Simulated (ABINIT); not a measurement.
# A GW chain in ABINIT: ZnSe (Stilleite), part 2 of 3

Wanted: ground state, empty states, screening and self-energy for ZnSe (Stilleite).

ABINIT 10.8.3; LDA and many-body steps on it, plane waves. Known limits of the many-body steps: not at the basis limit; no spin-orbit coupling; coarse k mesh.

So far. Step 2 (Ground state): The gap is direct, at Γ.

### 3. Bands along the symmetry lines

Level of this step: DFT, LDA, plane waves, norm-conserving pseudopotentials (ABINIT).

The cheap functional maps the bands first; the places of the edges decide which points the dearer methods must see.

Contents of run.abi:

```
acell 3*1.0 Angstrom
rprim 
  -0.000000000000 2.833800000000 2.833800000000
  2.833800000000 -0.000000000000 2.833800000000
  2.833800000000 2.833800000000 0.000000000000
ntypat 2
znucl 30 34
natom 2
typat 1 2
xred 
  0.000000000000 0.000000000000 0.000000000000
  0.250000000000 0.250000000000 0.250000000000
pp_dirpath "pseudos"
pseudos "Zn.upf, Se.upf"
ecut 48
iscf -2
irdden 1
kptopt 0
nkpt 50
kpt 
  0.00000000 0.00000000 0.00000000
  -0.06250000 -0.06250000 0.00000000
  -0.12500000 -0.12500000 0.00000000
  -0.18750000 -0.18750000 0.00000000
  -0.25000000 -0.25000000 0.00000000
  -0.31250000 -0.31250000 0.00000000
  -0.37500000 -0.37500000 0.00000000
  -0.43750000 -0.43750000 0.00000000
  -0.50000000 -0.50000000 0.00000000
  -0.48437500 -0.48437500 0.03125000
  -0.46875000 -0.46875000 0.06250000
  -0.45312500 -0.45312500 0.09375000
  -0.43750000 -0.43750000 0.12500000
  -0.42187500 -0.42187500 0.15625000
  -0.40625000 -0.40625000 0.18750000
  -0.39062500 -0.39062500 0.21875000
  -0.37500000 -0.37500000 0.25000000
  -0.37500000 0.00000000 0.37500000
  -0.32812500 0.00000000 0.32812500
  -0.28125000 0.00000000 0.28125000
  -0.23437500 0.00000000 0.23437500
  -0.18750000 0.00000000 0.18750000
  -0.14062500 0.00000000 0.14062500
  -0.09375000 0.00000000 0.09375000
  -0.04687500 0.00000000 0.04687500
  0.00000000 0.00000000 0.00000000
  0.00000000 0.00000000 0.06250000
  0.00000000 0.00000000 0.12500000
  0.00000000 0.00000000 0.18750000
  0.00000000 0.00000000 0.25000000
  0.00000000 0.00000000 0.31250000
  0.00000000 0.00000000 0.37500000
  0.00000000 0.00000000 0.43750000
  0.00000000 0.00000000 0.50000000
  -0.06250000 -0.03125000 0.46875000
  -0.12500000 -0.06250000 0.43750000
  -0.18750000 -0.09375000 0.40625000
  -0.25000000 -0.12500000 0.37500000
  -0.31250000 -0.15625000 0.34375000
  -0.37500000 -0.18750000 0.31250000
  -0.43750000 -0.21875000 0.28125000
  -0.50000000 -0.25000000 0.25000000
  -0.50000000 -0.28125000 0.21875000
  -0.50000000 -0.31250000 0.18750000
  -0.50000000 -0.34375000 0.15625000
  -0.50000000 -0.37500000 0.12500000
  -0.50000000 -0.40625000 0.09375000
  -0.50000000 -0.43750000 0.06250000
  -0.50000000 -0.46875000 0.03125000
  -0.50000000 -0.50000000 0.00000000
istwfk *1
nband 32
nbdbuf 5
tolwfr 1e-07
nstep 50
prtwf 0
prtvol 0
indata_prefix "in"
outdata_prefix "out"
tmpdata_prefix "tmp"
```

Command:

```sh
$ OMP_NUM_THREADS=1 mpirun -n 4 abinit run.abi > log
```

Numbers of over 12 decimals in the logs are rounded to 6 here.

The log of the run:

```text
.Version 10.8.3 of ABINIT. v10.8.2 released Aug 2026.

 Symmetries : space group F-4 3 m (#216); Bravais cF (face-center cubic)
[... echo of the input left out ...]
== DATASET  1 ==================================================================
-   mpi_nproc: 4, omp_nthreads: 1 (-1 if OMP is not activated)

--- !DatasetInfo
iteration_state: {dtset: 1, }
dimensions: {natom: 2, nkpt: 50, mband: 32, nsppol: 1, nspinor: 1, nspden: 1, mpw: 4917, }
cutoff_energies: {ecut:  48.0, pawecutdg:  -1.0, }
electrons: {nelect:   4.40000000E+01, charge:   0.00000000E+00, occopt:   1.00000000E+00, tsmear:   1.00000000E-02, }

 Real(R)+Recip(G) space primitive vectors, cartesian coordinates (Bohr,Bohr^-1):
 R(1)=  0.0000000  5.3551059  5.3551059  G(1)= -0.0933688  0.0933688  0.0933688
 R(2)=  5.3551059  0.0000000  5.3551059  G(2)=  0.0933688 -0.0933688  0.0933688
 R(3)=  5.3551059  5.3551059  0.0000000  G(3)=  0.0933688  0.0933688 -0.0933688
 Unit cell volume ucvol=  3.0713845E+02 bohr^3
 Angles (23,13,12)=  6.00000000E+01  6.00000000E+01  6.00000000E+01 degrees

 getcut: wavevector=  0.0000  0.0000  0.0000  ngfft=  48  48  48
         ecut(hartree)=     48.000   => boxcut(ratio)=   2.03223

--- Pseudopotential description ------------------------------------------------
- Zn Generated using ONCVPSP code by D. R. Hamann
- 30.00000  20.00000  180309                  znucl, zion, pspdat
12 -1012 2 -1 1296                            pspcod,pspxc,lmax,lloc,mmax
     nproj     2     2     2
  pspatm : epsatm=   26.73031766
         --- l  ekb(1:nproj) -->
             0    2.816464   -1.526266
             1   -4.652122   -1.331242
             2   -6.981448   -2.558296
 pspatm: atomic psp has been read  and splines computed

- Se Generated using ONCVPSP code by D. R. Hamann
- 34.00000  24.00000  180309                  znucl, zion, pspdat
12 -1012 2 -1 1198                            pspcod,pspxc,lmax,lloc,mmax
     nproj     2     2     2
  pspatm : epsatm=   25.89836092
         --- l  ekb(1:nproj) -->
[...]
pspatm: atomic psp has been read  and splines computed

--------------------------------------------------------------------------------

================================================================================
 prteigrs : about to open file out_EIG
 Non-SCF case, kpt    1 (  0.00000  0.00000  0.00000), residuals and eigenvalues=
  3.77E-08  9.84E-09  2.73E-08  9.04E-08  7.32E-08  7.51E-08  8.09E-08  2.65E-08
  1.97E-08  3.94E-08  2.04E-08  7.22E-09  4.71E-08  2.05E-08  8.91E-08  3.25E-08
  3.77E-08  6.20E-08  7.94E-08  1.44E-08  8.48E-08  2.61E-08  8.20E-08  7.04E-08
[...]
-7.4411E+00 -5.2375E+00 -5.2375E+00 -5.2375E+00 -4.4348E+00 -2.7671E+00
 -2.7671E+00 -2.7671E+00 -1.5886E+00 -1.5886E+00 -1.5886E+00 -1.5884E+00
 -1.5884E+00 -3.4985E-01 -1.0483E-01 -1.0483E-01 -1.0483E-01 -9.1587E-02
[...]
6.1319E-01  6.1319E-01
 Non-SCF case, kpt    2 ( -0.06250 -0.06250  0.00000), residuals and eigenvalues=
[...]
6.1834E-01  6.3401E-01
 Non-SCF case, kpt    3 ( -0.12500 -0.12500  0.00000), residuals and eigenvalues=
[...]
6.3377E-01  6.5568E-01
[...]
Non-SCF case, kpt   49 ( -0.50000 -0.46875  0.03125), residuals and eigenvalues=
[...]
6.9554E-01  7.9045E-01
 Non-SCF case, kpt   50 ( -0.50000 -0.50000  0.00000), residuals and eigenvalues=
[...]
-8.5028E-02 -3.7667E-02  5.8885E-02  5.8885E-02  2.4313E-01  2.6190E-01
  5.2552E-01  5.4711E-01  5.4711E-01  6.5635E-01  6.7027E-01  6.7027E-01
  6.8196E-01  7.8647E-01

--- !ResultsGS
iteration_state: {dtset: 1, }
comment   : Summary of ground state results
lattice_vectors:
- [ -0.0000000,   5.3551059,   5.3551059, ]
- [  5.3551059,  -0.0000000,   5.3551059, ]
- [  5.3551059,   5.3551059,   0.0000000, ]
lattice_lengths: [   7.57326,    7.57326,    7.57326, ]
lattice_angles: [ 60.000,  60.000,  60.000, ] # degrees, (23, 13, 12)
lattice_volume:   3.0713845E+02
convergence: {deltae:  0.000E+00, res2:  0.000E+00, residm:  9.960E-08, diffor:  0.000E+00, }
etotal    :  -5.50448615E+02
entropy   :   0.00000000E+00
fermie    :   1.39712178E-01
cartesian_stress_tensor: null
pressure_GPa: null
xred      :
- [  0.0000E+00,   0.0000E+00,   0.0000E+00, Zn]
- [  2.5000E-01,   2.5000E-01,   2.5000E-01, Se]
cartesian_forces: null
force_length_stats: {min: null, max: null, mean: null, }

 Integrated electronic density in atomic spheres:
 ------------------------------------------------
 Atom  Sphere_radius  Integrated_density
[...]
================================================================================

 ----iterations are completed or convergence reached----

 Mean square residual over all n,k,spin=   45.112E-09; max=  99.602E-09
 reduced coordinates (array xred) for    2 atoms
       0.000000000000      0.000000000000      0.000000000000
       0.250000000000      0.250000000000      0.250000000000

 cartesian coordinates (angstrom) at end:
    1      0.000000     0.000000     0.000000
    2      1.416900     1.416900     1.416900
 length scales=  1.889726125908  1.889726125908  1.889726125908 bohr
              =  1.000000000000  1.000000000000  1.000000000000 angstroms
 prteigrs : about to open file out_EIG
 Eigenvalues (hartree) for nkpt=  50  k points:
 kpt#   1, nband= 32, wtk=  1.00000, kpt=  0.0000  0.0000  0.0000 (reduced coord)
[...]
kpt#   2, nband= 32, wtk=  1.00000, kpt= -0.0625 -0.0625  0.0000 (reduced coord)
[...]
kpt#   3, nband= 32, wtk=  1.00000, kpt= -0.1250 -0.1250  0.0000 (reduced coord)
[...]
kpt#  49, nband= 32, wtk=  1.00000, kpt= -0.5000 -0.4687  0.0313 (reduced coord)
[...]
kpt#  50, nband= 32, wtk=  1.00000, kpt= -0.5000 -0.5000  0.0000 (reduced coord)
[...]
-0.09572   -0.08983   -0.08503   -0.03767    0.05889    0.05889    0.24313    0.26190
   0.52552    0.54711    0.54711    0.65635    0.67027    0.67027    0.68196    0.78647

== END DATASET(S) ==============================================================
================================================================================

 -outvars: echo values of variables after computation  --------
            nband          32
             nkpt          50
          spgroup         216
 [... the other variables as echoed above ...]

 Calculation completed.
```

Wall time 28 s (4 MPI ranks of Arm Neoverse V1, shared host); peak memory 0.39 GiB.

This step gave:

| Item | Value |
| --- | --- |
| gap | 1.028 eV |
| k of the valence top | 0, 0, 0 |
| k of the conduction bottom | 0, 0, 0 |
| least direct gap | 1.028 eV |

The gap is 1.028 eV, as in the run before at this level.

Electronic bands along the path, in eV, zero at the top of the highest filled band:

```csv
point,band 19,band 20,band 21,band 22,band 23,band 24,band 25,band 26
Γ,-6.29,0.00,0.00,0.00,1.03,5.72,5.72,5.72
X,-6.12,-4.83,-2.20,-2.20,2.81,3.33,10.50,11.09
U,-6.03,-4.78,-3.13,-1.80,3.43,5.47,8.88,9.17
jump to K,-6.03,-4.78,-3.13,-1.80,3.43,5.47,8.88,9.17
Γ,-6.29,0.00,0.00,0.00,1.03,5.72,5.72,5.72
L,-6.14,-5.29,-0.87,-0.87,2.35,6.30,6.30,8.35
W,-5.99,-4.75,-2.80,-2.69,5.35,5.44,6.81,7.57
X,-6.12,-4.83,-2.20,-2.20,2.81,3.33,10.50,11.09
```

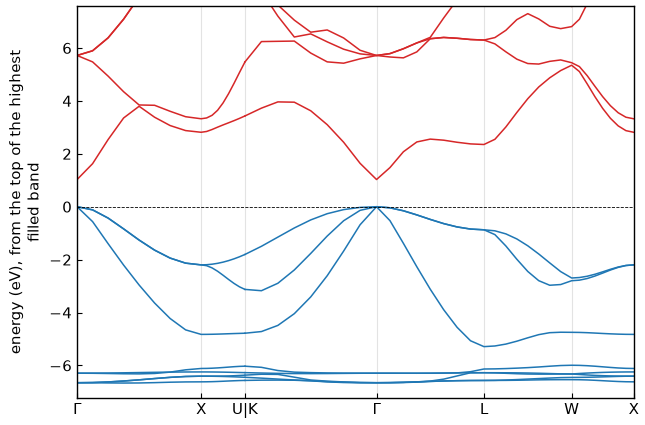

Electronic bands along the path; lines of filled and empty bands in two colours.

### 4. Empty states on the mesh, 4×4×4 mesh, 117 bands

The sums over transitions need many empty states on a uniform mesh; this step solves for them.

Contents of run.abi:

```
acell 3*1.0 Angstrom
rprim 
  -0.000000000000 2.833800000000 2.833800000000
  2.833800000000 -0.000000000000 2.833800000000
  2.833800000000 2.833800000000 0.000000000000
ntypat 2
znucl 30 34
natom 2
typat 1 2
xred 
  0.000000000000 0.000000000000 0.000000000000
  0.250000000000 0.250000000000 0.250000000000
pp_dirpath "pseudos"
pseudos "Zn.upf, Se.upf"
ecut 48
ngkpt 4 4 4
nshiftk 1
shiftk 0 0 0
kptopt 1
chksymbreak 0
iscf -2
irdden 1
istwfk *1
nband 117
nbdbuf 10
tolwfr 1e-09
nstep 60
prtvol 0
indata_prefix "in"
outdata_prefix "out"
tmpdata_prefix "tmp"
```

The log of the run:

```text
.Version 10.8.3 of ABINIT. v10.8.2 released Aug 2026.

 Symmetries : space group F-4 3 m (#216); Bravais cF (face-center cubic)
[... echo of the input left out ...]
== DATASET  1 ==================================================================
-   mpi_nproc: 4, omp_nthreads: 1 (-1 if OMP is not activated)

--- !DatasetInfo
iteration_state: {dtset: 1, }
dimensions: {natom: 2, nkpt: 8, mband: 117, nsppol: 1, nspinor: 1, nspden: 1, mpw: 4910, }
cutoff_energies: {ecut:  48.0, pawecutdg:  -1.0, }
electrons: {nelect:   4.40000000E+01, charge:   0.00000000E+00, occopt:   1.00000000E+00, tsmear:   1.00000000E-02, }

 Real(R)+Recip(G) space primitive vectors, cartesian coordinates (Bohr,Bohr^-1):
 R(1)=  0.0000000  5.3551059  5.3551059  G(1)= -0.0933688  0.0933688  0.0933688
 R(2)=  5.3551059  0.0000000  5.3551059  G(2)=  0.0933688 -0.0933688  0.0933688
 R(3)=  5.3551059  5.3551059  0.0000000  G(3)=  0.0933688  0.0933688 -0.0933688
 Unit cell volume ucvol=  3.0713845E+02 bohr^3
 Angles (23,13,12)=  6.00000000E+01  6.00000000E+01  6.00000000E+01 degrees

 getcut: wavevector=  0.0000  0.0000  0.0000  ngfft=  48  48  48
         ecut(hartree)=     48.000   => boxcut(ratio)=   2.03223

--- Pseudopotential description ------------------------------------------------
- Zn Generated using ONCVPSP code by D. R. Hamann
- 30.00000  20.00000  180309                  znucl, zion, pspdat
12 -1012 2 -1 1296                            pspcod,pspxc,lmax,lloc,mmax
     nproj     2     2     2
  pspatm : epsatm=   26.73031766
         --- l  ekb(1:nproj) -->
             0    2.816464   -1.526266
             1   -4.652122   -1.331242
             2   -6.981448   -2.558296
 pspatm: atomic psp has been read  and splines computed

- Se Generated using ONCVPSP code by D. R. Hamann
- 34.00000  24.00000  180309                  znucl, zion, pspdat
12 -1012 2 -1 1198                            pspcod,pspxc,lmax,lloc,mmax
     nproj     2     2     2
  pspatm : epsatm=   25.89836092
         --- l  ekb(1:nproj) -->
[...]
pspatm: atomic psp has been read  and splines computed

--------------------------------------------------------------------------------

================================================================================
 prteigrs : about to open file out_EIG
 Non-SCF case, kpt    1 (  0.00000  0.00000  0.00000), residuals and eigenvalues=
  2.09E-10  3.02E-10  2.92E-10  3.64E-10  3.75E-10  1.58E-10  1.53E-10  1.74E-10
  2.94E-10  4.73E-10  7.55E-10  3.86E-10  3.89E-10  6.37E-10  2.74E-10  2.40E-10
  6.17E-10  6.49E-10  9.38E-10  1.91E-10  5.56E-10  6.72E-10  3.64E-10  8.31E-11
[...]
1.05E-07  5.81E-06  2.18E-07  2.87E-06  3.25E-04
 -7.4411E+00 -5.2375E+00 -5.2375E+00 -5.2375E+00 -4.4348E+00 -2.7671E+00
 -2.7671E+00 -2.7671E+00 -1.5886E+00 -1.5886E+00 -1.5886E+00 -1.5884E+00
 -1.5884E+00 -3.4985E-01 -1.0483E-01 -1.0483E-01 -1.0483E-01 -9.1587E-02
[...]
3.0973E+00  3.1504E+00  3.1504E+00  3.1504E+00  3.2049E+00  3.2049E+00
  3.2049E+00  3.2332E+00  3.2332E+00  3.2332E+00  3.2359E+00  3.2359E+00
[...]
prteigrs : prtvol=0 or 1, do not print more k-points.

--- !ResultsGS
iteration_state: {dtset: 1, }
comment   : Summary of ground state results
lattice_vectors:
- [ -0.0000000,   5.3551059,   5.3551059, ]
- [  5.3551059,  -0.0000000,   5.3551059, ]
- [  5.3551059,   5.3551059,   0.0000000, ]
lattice_lengths: [   7.57326,    7.57326,    7.57326, ]
lattice_angles: [ 60.000,  60.000,  60.000, ] # degrees, (23, 13, 12)
lattice_volume:   3.0713845E+02
convergence: {deltae:  0.000E+00, res2:  0.000E+00, residm:  9.972E-10, diffor:  0.000E+00, }
etotal    :  -5.50448615E+02
entropy   :   0.00000000E+00
fermie    :   1.39712178E-01
cartesian_stress_tensor: null
pressure_GPa: null
xred      :
- [  0.0000E+00,   0.0000E+00,   0.0000E+00, Zn]
- [  2.5000E-01,   2.5000E-01,   2.5000E-01, Se]
cartesian_forces: null
force_length_stats: {min: null, max: null, mean: null, }

 Integrated electronic density in atomic spheres:
 ------------------------------------------------
 Atom  Sphere_radius  Integrated_density
[...]
================================================================================

 ----iterations are completed or convergence reached----

 Mean square residual over all n,k,spin=   40.866E-11; max=  99.725E-11
 reduced coordinates (array xred) for    2 atoms
       0.000000000000      0.000000000000      0.000000000000
       0.250000000000      0.250000000000      0.250000000000

 cartesian coordinates (angstrom) at end:
    1      0.000000     0.000000     0.000000
    2      1.416900     1.416900     1.416900
 length scales=  1.889726125908  1.889726125908  1.889726125908 bohr
              =  1.000000000000  1.000000000000  1.000000000000 angstroms
 prteigrs : about to open file out_EIG
 Eigenvalues (hartree) for nkpt=   8  k points:
 kpt#   1, nband=117, wtk=  0.01563, kpt=  0.0000  0.0000  0.0000 (reduced coord)
[...]
2.97916    3.01597    3.06146    3.06146    3.06146    3.09732    3.09732    3.15043
   3.15043    3.15043    3.20487    3.20487    3.20487    3.23317    3.23317    3.23317
   3.23585    3.23586    3.28708    3.28708    3.28919
 prteigrs : prtvol=0 or 1, do not print more k-points.

== END DATASET(S) ==============================================================
================================================================================

 -outvars: echo values of variables after computation  --------
            nband         117
             nkpt           8
          spgroup         216
 [... the other variables as echoed above ...]

 Calculation completed.
```

Elapsed: 34 s, on 4 MPI ranks; peak memory 0.36 GiB.

This step gave:

| Item | Value |
| --- | --- |
| gap | 1.028 eV |
| k of the valence top | 0, 0, 0 |
| k of the conduction bottom | 0, 0, 0 |
| least direct gap | 1.028 eV |
| k points computed | 8 |
| lowest point of the top converged band, above the valence top | 77.5231 eV |

On this mesh the gap is 1.028 eV.

### 5. Screening, 4×4×4 mesh, 107 bands, screening to 166 eV

The RPA dielectric matrix is built and inverted for each q.

This step: RPA screening on LDA, plane waves, norm-conserving pseudopotentials.

run.abi: that of step 4 with these lines changed.

```diff
@@ -20,10 +20,11 @@
 chksymbreak 0
-iscf -2
-irdden 1
 istwfk *1
-nband 117
-nbdbuf 10
-tolwfr 1e-09
-nstep 60
-prtvol 0
+occopt 1
+irdwfk 1
+optdriver 3
+nband 107
+ecuteps 6.1
+inclvkb 2
+awtr 1
+symchi 1
 indata_prefix "in"
```

The log of the run:

```text
.Version 10.8.3 of ABINIT. v10.8.2 released Aug 2026.

 Symmetries : space group F-4 3 m (#216); Bravais cF (face-center cubic)
[... echo of the input left out ...]
== DATASET  1 ==================================================================
-   mpi_nproc: 4, omp_nthreads: 1 (-1 if OMP is not activated)

--- !DatasetInfo
iteration_state: {dtset: 1, }
dimensions: {natom: 2, nkpt: 8, mband: 107, nsppol: 1, nspinor: 1, nspden: 1, mpw: 4910, }
cutoff_energies: {ecut:  48.0, pawecutdg:  -1.0, }
electrons: {nelect:   4.40000000E+01, charge:   0.00000000E+00, occopt:   1.00000000E+00, tsmear:   1.00000000E-02, }

 SCREENING: Calculation of the susceptibility and dielectric matrices

 Based on a program developped by R.W. Godby, V. Olevano, G. Onida, and L. Reining.
 Incorporated in ABINIT by V. Olevano, G.-M. Rignanese, and M. Torrent.
.Using double precision arithmetic ; gwpc =  8

[... cell and pseudopotentials left out ...]
--------------------------------------------------------------------------------

 ==== K-mesh for the wavefunctions ====
 Number of points in the irreducible wedge :     8
[... list of points left out ...]
 Together with 24 symmetry operations and time-reversal symmetry
 yields    64 points in the full Brillouin Zone.

 ==== Q-mesh for the screening function ====
 Number of points in the irreducible wedge :     8
[... list of points left out ...]
 Together with 24 symmetry operations and time-reversal symmetry
 yields    64 points in the full Brillouin Zone.

 setmesh: FFT mesh size selected  =    32x   32x   32
          total number of points  =        32768

 vcoul_init : cutoff-mode = AUXILIARY_FUNCTION
 q-points for optical limit:   1
     1)      0.000010    0.000020    0.000030

- screening: taking advantage of time-reversal symmetry
- Maximum band index for partially occupied states nbvw = 22
- Remaining bands to be divided among processors   nbcw = 85
- Number of bands treated by each node ~21

 Number of electrons calculated from density =   44.0000; Expected =   44.0000
 average of density, n =  0.143258
 r_s =    1.1856
 omega_plasma =   36.5103 [eV]

 calculating chi0 at frequencies [eV] :
  1    0.000000E+00    0.000000E+00
  2    0.000000E+00    3.651025E+01

--------------------------------------------------------------------------------
  q-point number  1        q = ( 0.000000, 0.000000, 0.000000) [r.l.u.]
--------------------------------------------------------------------------------
[... chi0 elements left out ...]
 For q-point:  0.000010 0.000020 0.000030
  dielectric constant =  19.5290
  dielectric constant without local fields =  20.6416

  Average fulfillment of the sum rule on Im[epsilon] for q-point    1 :     34.08  [%]
[... wings left out ...]
  q-point number  2        q = ( 0.250000, 0.000000, 0.000000) [r.l.u.]
--------------------------------------------------------------------------------
[... chi0 elements left out ...]
  Average fulfillment of the sum rule on Im[epsilon] for q-point    2 :     40.61  [%]

 [... 6 further q-points ...]
```

The job ended after 65 s (4 MPI ranks; peak memory 1.2 GiB).

This step gave:

```
ε∞ with local fields, on this mesh, along the program's q direction : 19.53
the same without local fields                                       : 20.64
plasma frequency                                                    : 36.51 eV
plane waves in the screening matrix                                 : 229
```

Local fields lower ε∞ by 5 %. On a Γ-centred mesh this coarse the value itself is usually too large, while a short band sum pulls it down.

[end of part 2 of 3]

[Paths, hosts, dates, memory and timing lines, banners, echoed tables and standing remarks are left out of the program output.]

[Logs are printed without paths, hosts, clocks, repeated set-up lines and the standing remarks that a program may print on its own settings, such as how far it seeks lower states.]

[Runs of the session that timed out or met a known fault of the program may be left out.]

[Hosts, paths, dates, database ids (printed as entryN), source tags and the programs' standing remarks are cut or masked in the printed files.]

[G0W0 gaps are taken among the corrected bands and points alone; a level outside them can change the order at an edge.]

[Where Ansatz stands beside ABINIT at settings called matched, ABINIT's density can come from a denser mesh and the files from another edition; pairs whose starting gaps differed by over 0.03 eV were left out, so agreement reads better than it is.]
